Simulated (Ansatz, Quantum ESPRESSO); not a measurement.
# Ballistic transmission: vacuum gap of 6.0 Å between two Na(110) faces, part 2 of 4

Wanted: the transmission near the Fermi level and the conductance of this junction: vacuum gap of 6.0 Å between two Na(110) faces.

Quantum ESPRESSO 7.5; plane-wave DFT, LDA, GBRV ultrasoft pseudopotentials; cross-check by Ansatz 0.2.0 with PAW datasets.

So far. Step 2 (Ground state): The run needed 11 iterations to bring the estimated error under 1e-07 Ry; the largest force on any atom, held or free, is 0.02 eV/Å.

## Step 3: Transmission with pwcond.x

Level of this step: transmission by pwcond, lead and junction from one cell; plane-wave DFT, LDA, GBRV ultrasoft pseudopotentials (Quantum ESPRESSO).

prefixt takes both regions from one run: the lead from 0 to bdl, the scattering region from bdl to bds (units of alat). ikind = 1 puts the same lead on both sides. The program's T_tot counts both spins in a run without spin; the tables below give T per spin.

Contents of cond.in:

```
&inputcond
  outdir = './out'
  prefixt = 'scf'
  tran_file = 'cond.dat'
  bdl = 1.4142135619
  bds = 9.2067460214
  ikind = 1
  ewind = 4.0
  epsproj = 1e-05
  nz1 = 7
  energy0 = 0.4
  denergy = -0.4
/
31
  0.00000000 0.00000000 0.01000000
  0.00000000 0.10000000 0.02000000
  0.00000000 0.20000000 0.02000000
  0.00000000 0.30000000 0.02000000
  0.00000000 0.40000000 0.02000000
  0.00000000 0.50000000 0.01000000
  0.10000000 0.00000000 0.04000000
  0.10000000 0.20000000 0.04000000
  0.10000000 0.30000000 0.04000000
  0.10000000 0.40000000 0.04000000
  0.10000000 0.50000000 0.04000000
  0.20000000 0.00000000 0.04000000
  0.20000000 0.10000000 0.02000000
  0.20000000 0.30000000 0.04000000
  0.20000000 0.40000000 0.04000000
  0.20000000 0.50000000 0.04000000
  0.20000000 0.60000000 0.02000000
  0.30000000 0.00000000 0.04000000
  0.30000000 0.10000000 0.04000000
  0.30000000 0.40000000 0.04000000
  0.30000000 0.50000000 0.04000000
  0.30000000 0.60000000 0.04000000
  0.40000000 0.00000000 0.04000000
  0.40000000 0.10000000 0.04000000
  0.40000000 0.20000000 0.02000000
  0.40000000 0.50000000 0.04000000
  0.40000000 0.60000000 0.04000000
  0.40000000 0.70000000 0.02000000
  0.50000000 0.00000000 0.02000000
  0.50000000 0.10000000 0.04000000
  0.50000000 0.20000000 0.04000000
3
```

Started as:

```bash
$ OMP_NUM_THREADS=1 mpirun -n 2 pwcond.x -in cond.in > cond.out
```

The log of the run:

```text
[banner, memory and clock lines left out]
Program PWCOND v.7.5 starts

          URL

     ./out/scf.save/

     IMPORTANT: XC functional enforced from input :
     Exchange-correlation= PZ
                           (   1   1   0   0   0   0   0)
     Any further DFT definition will be discarded
     Please, verify this is what you really want

     Reading collected, re-writing distributed wavefunctions

===== INPUT FILE containing all the regions =====

     GEOMETRY:

     lattice parameter (alat)  =       7.9368  a.u.
     the volume                =    3254.8849 (a.u.)^3
     the cross section         =      44.5432 (a.u.)^2
     l of the unit cell        =       9.2067 (alat)
     number of atoms/cell      =           12
     number of atomic types    =            1

     crystal axes: (cart. coord. in units of alat)
               a(1) = (  1.0000  0.0000  0.0000 )
               a(2) = (  0.5000  0.7071  0.0000 )
               a(3) = (  0.0000  0.0000  9.2067 )

   Cartesian axes

     site n.     atom                  positions (alat units)
          1        Na     tau(  1)=(  0.0000  0.0000  9.2067  )
          2        Na     tau(  2)=(  0.5000  0.0000  0.7071  )
          3        Na     tau(  3)=(  0.0000  0.0000  1.4142  )
          4        Na     tau(  4)=(  0.5000  0.0000  2.1213  )
          5        Na     tau(  5)=(  0.0000  0.0000  2.8284  )
          6        Na     tau(  6)=(  0.5000  0.0000  3.5355  )
          7        Na     tau(  7)=(  0.0000  0.0000  4.9641  )
          8        Na     tau(  8)=(  0.5000  0.0000  5.6712  )
          9        Na     tau(  9)=(  0.0000  0.0000  6.3783  )
         10        Na     tau( 10)=(  0.5000  0.0000  7.0854  )
         11        Na     tau( 11)=(  0.0000  0.0000  7.7925  )
         12        Na     tau( 12)=(  0.5000  0.0000  8.4996  )

     nr1s                      =           32
     nr2s                      =           27
     nr3s                      =          300
     nr1sx                     =           32
     nr2sx                     =           27
     nr3sx                     =          300
     nr1                       =           36
     nr2                       =           32
     nr3                       =          360
     nr1x                      =           36
     nr2x                      =           32
     nr3x                      =          360

 _______________________________
  Radii of nonlocal spheres:

     type       ibeta     ang. mom.          radius (alat units)
       Na         1         0                    0.2543
       Na         2         0                    0.2543
       Na         3         1                    0.2543
       Na         4         1                    0.2543
       Na         5         2                    0.2543
----- General information -----

--- T calc. with identical leads (ikind=1) ---

     nrx                       =           32
     nry                       =           27
     nz1                       =            7

     energy0               =         4.0E-01
     denergy               =        -4.0E-01
     nenergy               =          3
     ecut2d                =         4.0E+01
     ewind                 =         4.0E+00
     epsproj               =         1.0E-05

     number of k_|| points=   31
                       cryst. coord.
        k(    1) = (   0.0000000   0.0000000), wk =   0.0100000
        k(    2) = (   0.0000000   0.1000000), wk =   0.0200000
        k(    3) = (   0.0000000   0.2000000), wk =   0.0200000
        k(    4) = (   0.0000000   0.3000000), wk =   0.0200000
        k(    5) = (   0.0000000   0.4000000), wk =   0.0200000
        k(    6) = (   0.0000000   0.5000000), wk =   0.0100000
        k(    7) = (   0.1000000   0.0000000), wk =   0.0400000
        k(    8) = (   0.1000000   0.2000000), wk =   0.0400000
        k(    9) = (   0.1000000   0.3000000), wk =   0.0400000
        k(   10) = (   0.1000000   0.4000000), wk =   0.0400000
        k(   11) = (   0.1000000   0.5000000), wk =   0.0400000
        k(   12) = (   0.2000000   0.0000000), wk =   0.0400000
        k(   13) = (   0.2000000   0.1000000), wk =   0.0200000
        k(   14) = (   0.2000000   0.3000000), wk =   0.0400000
        k(   15) = (   0.2000000   0.4000000), wk =   0.0400000
        k(   16) = (   0.2000000   0.5000000), wk =   0.0400000
        k(   17) = (   0.2000000   0.6000000), wk =   0.0200000
        k(   18) = (   0.3000000   0.0000000), wk =   0.0400000
        k(   19) = (   0.3000000   0.1000000), wk =   0.0400000
        k(   20) = (   0.3000000   0.4000000), wk =   0.0400000
        k(   21) = (   0.3000000   0.5000000), wk =   0.0400000
        k(   22) = (   0.3000000   0.6000000), wk =   0.0400000
        k(   23) = (   0.4000000   0.0000000), wk =   0.0400000
        k(   24) = (   0.4000000   0.1000000), wk =   0.0400000
        k(   25) = (   0.4000000   0.2000000), wk =   0.0200000
        k(   26) = (   0.4000000   0.5000000), wk =   0.0400000
        k(   27) = (   0.4000000   0.6000000), wk =   0.0400000
        k(   28) = (   0.4000000   0.7000000), wk =   0.0200000
        k(   29) = (   0.5000000   0.0000000), wk =   0.0200000
        k(   30) = (   0.5000000   0.1000000), wk =   0.0400000
        k(   31) = (   0.5000000   0.2000000), wk =   0.0400000
----- Information about left/right lead -----

     nocros                   =           13
     noins                    =           13
     norb                     =           39
     norbf                    =          143
     nrz                      =           46

      iorb      type   ibeta   ang. mom.   m       position (alat)
        1        1       1        0        1   taunew(   1)=(  0.0000  0.0000  0.0000)
        2        1       2        0        1   taunew(   2)=(  0.0000  0.0000  0.0000)
        3        1       3        1        1   taunew(   3)=(  0.0000  0.0000  0.0000)
        4        1       3        1        2   taunew(   4)=(  0.0000  0.0000  0.0000)
        5        1       3        1        3   taunew(   5)=(  0.0000  0.0000  0.0000)
        6        1       4        1        1   taunew(   6)=(  0.0000  0.0000  0.0000)
        7        1       4        1        2   taunew(   7)=(  0.0000  0.0000  0.0000)
        8        1       4        1        3   taunew(   8)=(  0.0000  0.0000  0.0000)
        9        1       5        2        1   taunew(   9)=(  0.0000  0.0000  0.0000)
       10        1       5        2        2   taunew(  10)=(  0.0000  0.0000  0.0000)
       11        1       5        2        3   taunew(  11)=(  0.0000  0.0000  0.0000)
       12        1       5        2        4   taunew(  12)=(  0.0000  0.0000  0.0000)
[...]
94        1       3        1        1   taunew(  94)=(  0.5000  0.0000  5.6712)
       95        1       3        1        2   taunew(  95)=(  0.5000  0.0000  5.6712)
       96        1       3        1        3   taunew(  96)=(  0.5000  0.0000  5.6712)
       97        1       4        1        1   taunew(  97)=(  0.5000  0.0000  5.6712)
       98        1       4        1        2   taunew(  98)=(  0.5000  0.0000  5.6712)
       99        1       4        1        3   taunew(  99)=(  0.5000  0.0000  5.6712)
      100        1       5        2        1   taunew( 100)=(  0.5000  0.0000  5.6712)
      101        1       5        2        2   taunew( 101)=(  0.5000  0.0000  5.6712)
      102        1       5        2        3   taunew( 102)=(  0.5000  0.0000  5.6712)
      103        1       5        2        4   taunew( 103)=(  0.5000  0.0000  5.6712)
      104        1       5        2        5   taunew( 104)=(  0.5000  0.0000  5.6712)
      105        1       1        0        1   taunew( 105)=(  0.0000  0.0000  6.3783)
      106        1       2        0        1   taunew( 106)=(  0.0000  0.0000  6.3783)
      107        1       3        1        1   taunew( 107)=(  0.0000  0.0000  6.3783)
      108        1       3        1        2   taunew( 108)=(  0.0000  0.0000  6.3783)
      109        1       3        1        3   taunew( 109)=(  0.0000  0.0000  6.3783)
      110        1       4        1        1   taunew( 110)=(  0.0000  0.0000  6.3783)
      111        1       4        1        2   taunew( 111)=(  0.0000  0.0000  6.3783)
      112        1       4        1        3   taunew( 112)=(  0.0000  0.0000  6.3783)
      113        1       5        2        1   taunew( 113)=(  0.0000  0.0000  6.3783)
      114        1       5        2        2   taunew( 114)=(  0.0000  0.0000  6.3783)
      115        1       5        2        3   taunew( 115)=(  0.0000  0.0000  6.3783)
      116        1       5        2        4   taunew( 116)=(  0.0000  0.0000  6.3783)
      117        1       5        2        5   taunew( 117)=(  0.0000  0.0000  6.3783)
      118        1       1        0        1   taunew( 118)=(  0.5000  0.0000  7.0854)
      119        1       2        0        1   taunew( 119)=(  0.5000  0.0000  7.0854)
      120        1       3        1        1   taunew( 120)=(  0.5000  0.0000  7.0854)
      121        1       3        1        2   taunew( 121)=(  0.5000  0.0000  7.0854)
      122        1       3        1        3   taunew( 122)=(  0.5000  0.0000  7.0854)
      123        1       4        1        1   taunew( 123)=(  0.5000  0.0000  7.0854)
      124        1       4        1        2   taunew( 124)=(  0.5000  0.0000  7.0854)
      125        1       4        1        3   taunew( 125)=(  0.5000  0.0000  7.0854)
      126        1       5        2        1   taunew( 126)=(  0.5000  0.0000  7.0854)
      127        1       5        2        2   taunew( 127)=(  0.5000  0.0000  7.0854)
      128        1       5        2        3   taunew( 128)=(  0.5000  0.0000  7.0854)
      129        1       5        2        4   taunew( 129)=(  0.5000  0.0000  7.0854)
      130        1       5        2        5   taunew( 130)=(  0.5000  0.0000  7.0854)
      131        1       1        0        1   taunew( 131)=(  0.0000  0.0000  7.7925)
      132        1       2        0        1   taunew( 132)=(  0.0000  0.0000  7.7925)
      133        1       3        1        1   taunew( 133)=(  0.0000  0.0000  7.7925)
      134        1       3        1        2   taunew( 134)=(  0.0000  0.0000  7.7925)
      135        1       3        1        3   taunew( 135)=(  0.0000  0.0000  7.7925)
      136        1       4        1        1   taunew( 136)=(  0.0000  0.0000  7.7925)
      137        1       4        1        2   taunew( 137)=(  0.0000  0.0000  7.7925)
      138        1       4        1        3   taunew( 138)=(  0.0000  0.0000  7.7925)
      139        1       5        2        1   taunew( 139)=(  0.0000  0.0000  7.7925)
      140        1       5        2        2   taunew( 140)=(  0.0000  0.0000  7.7925)
      141        1       5        2        3   taunew( 141)=(  0.0000  0.0000  7.7925)
      142        1       5        2        4   taunew( 142)=(  0.0000  0.0000  7.7925)
      143        1       5        2        5   taunew( 143)=(  0.0000  0.0000  7.7925)
 ngper, shell number =          137          31
 ngper, n2d =          137          99
---  E-Ef =    0.4000000  k =    0.0000000   0.0000000
---  ie =          1  ik =          1
 Nchannels of the left tip =            1
 Right moving states:
   k1(2pi/a)   k2(2pi/a)   E-Ef (eV)
  -0.0639027   0.0000184   0.4000000
 Left moving states:
   k1(2pi/a)   k2(2pi/a)   E-Ef (eV)
   0.0639026   0.0000184   0.4000000

 to transmit
 Band j to band i transmissions and reflections:
    j         i     |T_ij|^2    |R_ij|^2

    1 -->     1     0.81991     0.18009
   Total T_j, R_j =    0.81991  0.18009

E-Ef(ev), T(x2 spins) =    0.4000000   1.6398263
---  E-Ef =    0.0000000  k =    0.0000000   0.0000000
---  ie =          2  ik =          1
 Nchannels of the left tip =            1
 Right moving states:
   k1(2pi/a)   k2(2pi/a)   E-Ef (eV)
  -0.1189058   0.0000193   0.0000000
 Left moving states:
   k1(2pi/a)   k2(2pi/a)   E-Ef (eV)
   0.1189057   0.0000193   0.0000000

 to transmit
 Band j to band i transmissions and reflections:
    j         i     |T_ij|^2    |R_ij|^2

    1 -->     1     0.54730     0.45270
   Total T_j, R_j =    0.54730  0.45270

E-Ef(ev), T(x2 spins) =    0.0000000   1.0945905
---  E-Ef =   -0.4000000  k =    0.0000000   0.0000000
---  ie =          3  ik =          1
 Nchannels of the left tip =            1
 Right moving states:
   k1(2pi/a)   k2(2pi/a)   E-Ef (eV)
  -0.1757618   0.0000203  -0.4000000
 Left moving states:
   k1(2pi/a)   k2(2pi/a)   E-Ef (eV)
   0.1757618   0.0000203  -0.4000000

 to transmit
 Band j to band i transmissions and reflections:
    j         i     |T_ij|^2    |R_ij|^2

    1 -->     1     0.35592     0.64408
   Total T_j, R_j =    0.35592  0.64408

E-Ef(ev), T(x2 spins) =   -0.4000000   0.7118471
 ngper, shell number =          139          71
 ngper, n2d =          139          97
[... further energies and points left out ...]
---  E-Ef =    0.4000000  k =    0.5000000   0.2000000
---  ie =          1  ik =         31
 Nchannels of the left tip =            1
 Right moving states:
   k1(2pi/a)   k2(2pi/a)   E-Ef (eV)
  -0.3970880   0.0000177   0.4000000
 Left moving states:
   k1(2pi/a)   k2(2pi/a)   E-Ef (eV)
   0.3970879   0.0000177   0.4000000

 to transmit
 Band j to band i transmissions and reflections:
    j         i     |T_ij|^2    |R_ij|^2

    1 -->     1     0.07445     0.92555
   Total T_j, R_j =    0.07445  0.92555

E-Ef(ev), T(x2 spins) =    0.4000000   0.1488986
---  E-Ef =    0.0000000  k =    0.5000000   0.2000000
---  ie =          2  ik =         31
 Nchannels of the left tip =            1
 Right moving states:
   k1(2pi/a)   k2(2pi/a)   E-Ef (eV)
  -0.4844895   0.0000190   0.0000000
 Left moving states:
   k1(2pi/a)   k2(2pi/a)   E-Ef (eV)
   0.4844894   0.0000190   0.0000000

 to transmit
 Band j to band i transmissions and reflections:
    j         i     |T_ij|^2    |R_ij|^2

    1 -->     1     0.03957     0.96043
   Total T_j, R_j =    0.03957  0.96043

E-Ef(ev), T(x2 spins) =    0.0000000   0.0791461
---  E-Ef =   -0.4000000  k =    0.5000000   0.2000000
---  ie =          3  ik =         31
 Nchannels of the left tip =            1
 Right moving states:
   k1(2pi/a)   k2(2pi/a)   E-Ef (eV)
   0.4113913   0.0000201  -0.4000000
 Left moving states:
   k1(2pi/a)   k2(2pi/a)   E-Ef (eV)
  -0.4113914   0.0000201  -0.4000000

 to transmit
 Band j to band i transmissions and reflections:
    j         i     |T_ij|^2    |R_ij|^2

    1 -->     1     0.02133     0.97867
   Total T_j, R_j =    0.02133  0.97867

E-Ef(ev), T(x2 spins) =   -0.4000000   0.0426624
   T_tot     0.40000      0.39446E+00
   T_tot     0.00000      0.24838E+00
   T_tot    -0.40000      0.14928E+00

Note: The following floating-point exceptions are signalling: IEEE_UNDERFLOW_FLAG
Note: The following floating-point exceptions are signalling: IEEE_UNDERFLOW_FLAG
```

It took 9.6 min on 2 MPI ranks of Arm Neoverse N1, shared host; peak memory 0.26 GiB.

Read from the output:

| Property | Result |
| --- | --- |
| lead channels at the Fermi level, one spin | 0.9100 |
| transmission at the Fermi level, one spin | 0.1242 |
| conductance | 0.1242 G₀ |

Per spin; mean over the k mesh across the current. The open channels, zone mean by energy, zero at the Fermi level:

| energy (eV) | open channels, zone mean |
| --- | --- |
| -0.400 | 0.69 |
| 0.000 | 0.91 |
| 0.400 | 0.95 |

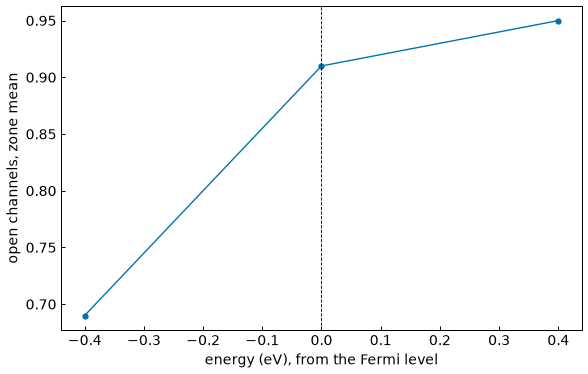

Open channels, zone mean, plotted against energy.

Per spin; mean over the k mesh across the current. Transmission, zone mean against energy, zero at the Fermi level:

| energy (eV) | transmission, zone mean |
| --- | --- |
| -0.400 | 0.0746 |
| 0.000 | 0.124 |
| 0.400 | 0.197 |

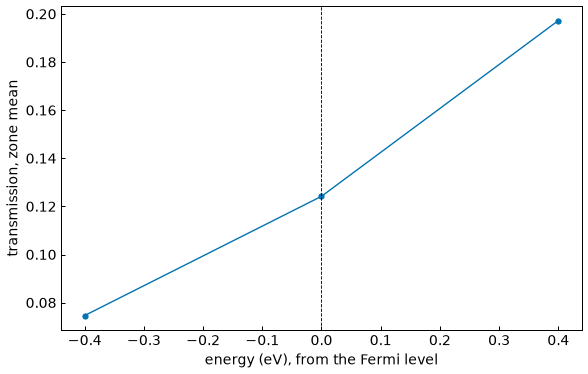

Transmission, zone mean against energy.

At 0.000 eV; k in fractions of b1, b2. Transmission by k point:

| k1 | k2 | weight | t | channels |
| --- | --- | --- | --- | --- |
| 0 | 0 | 0.01 | 0.5473 | 1 |
| 0 | 0.1 | 0.02 | 0.4632 | 1 |
| 0 | 0.2 | 0.02 | 0.2681 | 1 |
| 0 | 0.3 | 0.02 | 0.09537 | 1 |
| 0 | 0.4 | 0.02 | 0.01617 | 1 |
| 0 | 0.5 | 0.01 | 0 | 0 |
| 0.1 | 0 | 0.04 | 0.4835 | 1 |
| 0.1 | 0.2 | 0.04 | 0.337 | 1 |
| 0.1 | 0.3 | 0.04 | 0.1557 | 1 |
| 0.1 | 0.4 | 0.04 | 0.03961 | 1 |
| 0.1 | 0.5 | 0.04 | 0 | 0 |
| 0.2 | 0 | 0.04 | 0.3218 | 1 |
| 0.2 | 0.1 | 0.02 | 0.3871 | 1 |
| 0.2 | 0.3 | 0.04 | 0.1834 | 1 |
| 0.2 | 0.4 | 0.04 | 0.06616 | 1 |
| 0.2 | 0.5 | 0.04 | 0.0067 | 1 |
| 0.2 | 0.6 | 0.02 | 0 | 0 |
| 0.3 | 0 | 0.04 | 0.1559 | 1 |
| 0.3 | 0.1 | 0.04 | 0.2339 | 1 |
| 0.3 | 0.4 | 0.04 | 0.06989 | 1 |
| 0.3 | 0.5 | 0.04 | 0.01278 | 1 |
| 0.3 | 0.6 | 0.04 | 0 | 0 |
| 0.4 | 0 | 0.04 | 0.05041 | 1 |
| 0.4 | 0.1 | 0.04 | 0.09545 | 1 |
| 0.4 | 0.2 | 0.02 | 0.1172 | 1 |
| 0.4 | 0.5 | 0.04 | 0.0119 | 1 |
| 0.4 | 0.6 | 0.04 | 0.001635 | 1 |
| 0.4 | 0.7 | 0.02 | 0.006523 | 1 |
| 0.5 | 0 | 0.02 | 0.005129 | 2 |
| 0.5 | 0.1 | 0.04 | 0.02307 | 1 |
| 0.5 | 0.2 | 0.04 | 0.03957 | 1 |

The program's own clock; routines nest. Time by routine:

| routine | wall time (s) | calls |
| --- | --- | --- |
| PWCOND | 574.5 | 1 |
| scatter_forw | 460.3 | 186 |
| local | 77.09 | 31 |
| compbs | 31.72 | 93 |
| compbs_2 | 27.01 | 93 |
| init | 1.13 | 1 |
| poten | 0.12 | 1 |

At no point does T exceed the number of channels.

(Part 2 of 4 ends here.)

[Logs are printed without paths, hosts, clocks, repeated set-up lines and the standing remarks that a program may print on its own settings, such as how far it seeks lower states.]

[Hosts, paths, dates, database ids (printed as entryN), source tags and the programs' standing remarks are cut or masked in the printed files.]

[Maps of the electrostatic potential energy from Ansatz leave out the sawtooth potential of an applied field or a dipole correction, so their vacuum need not be flat; planar profiles and work functions include it.]
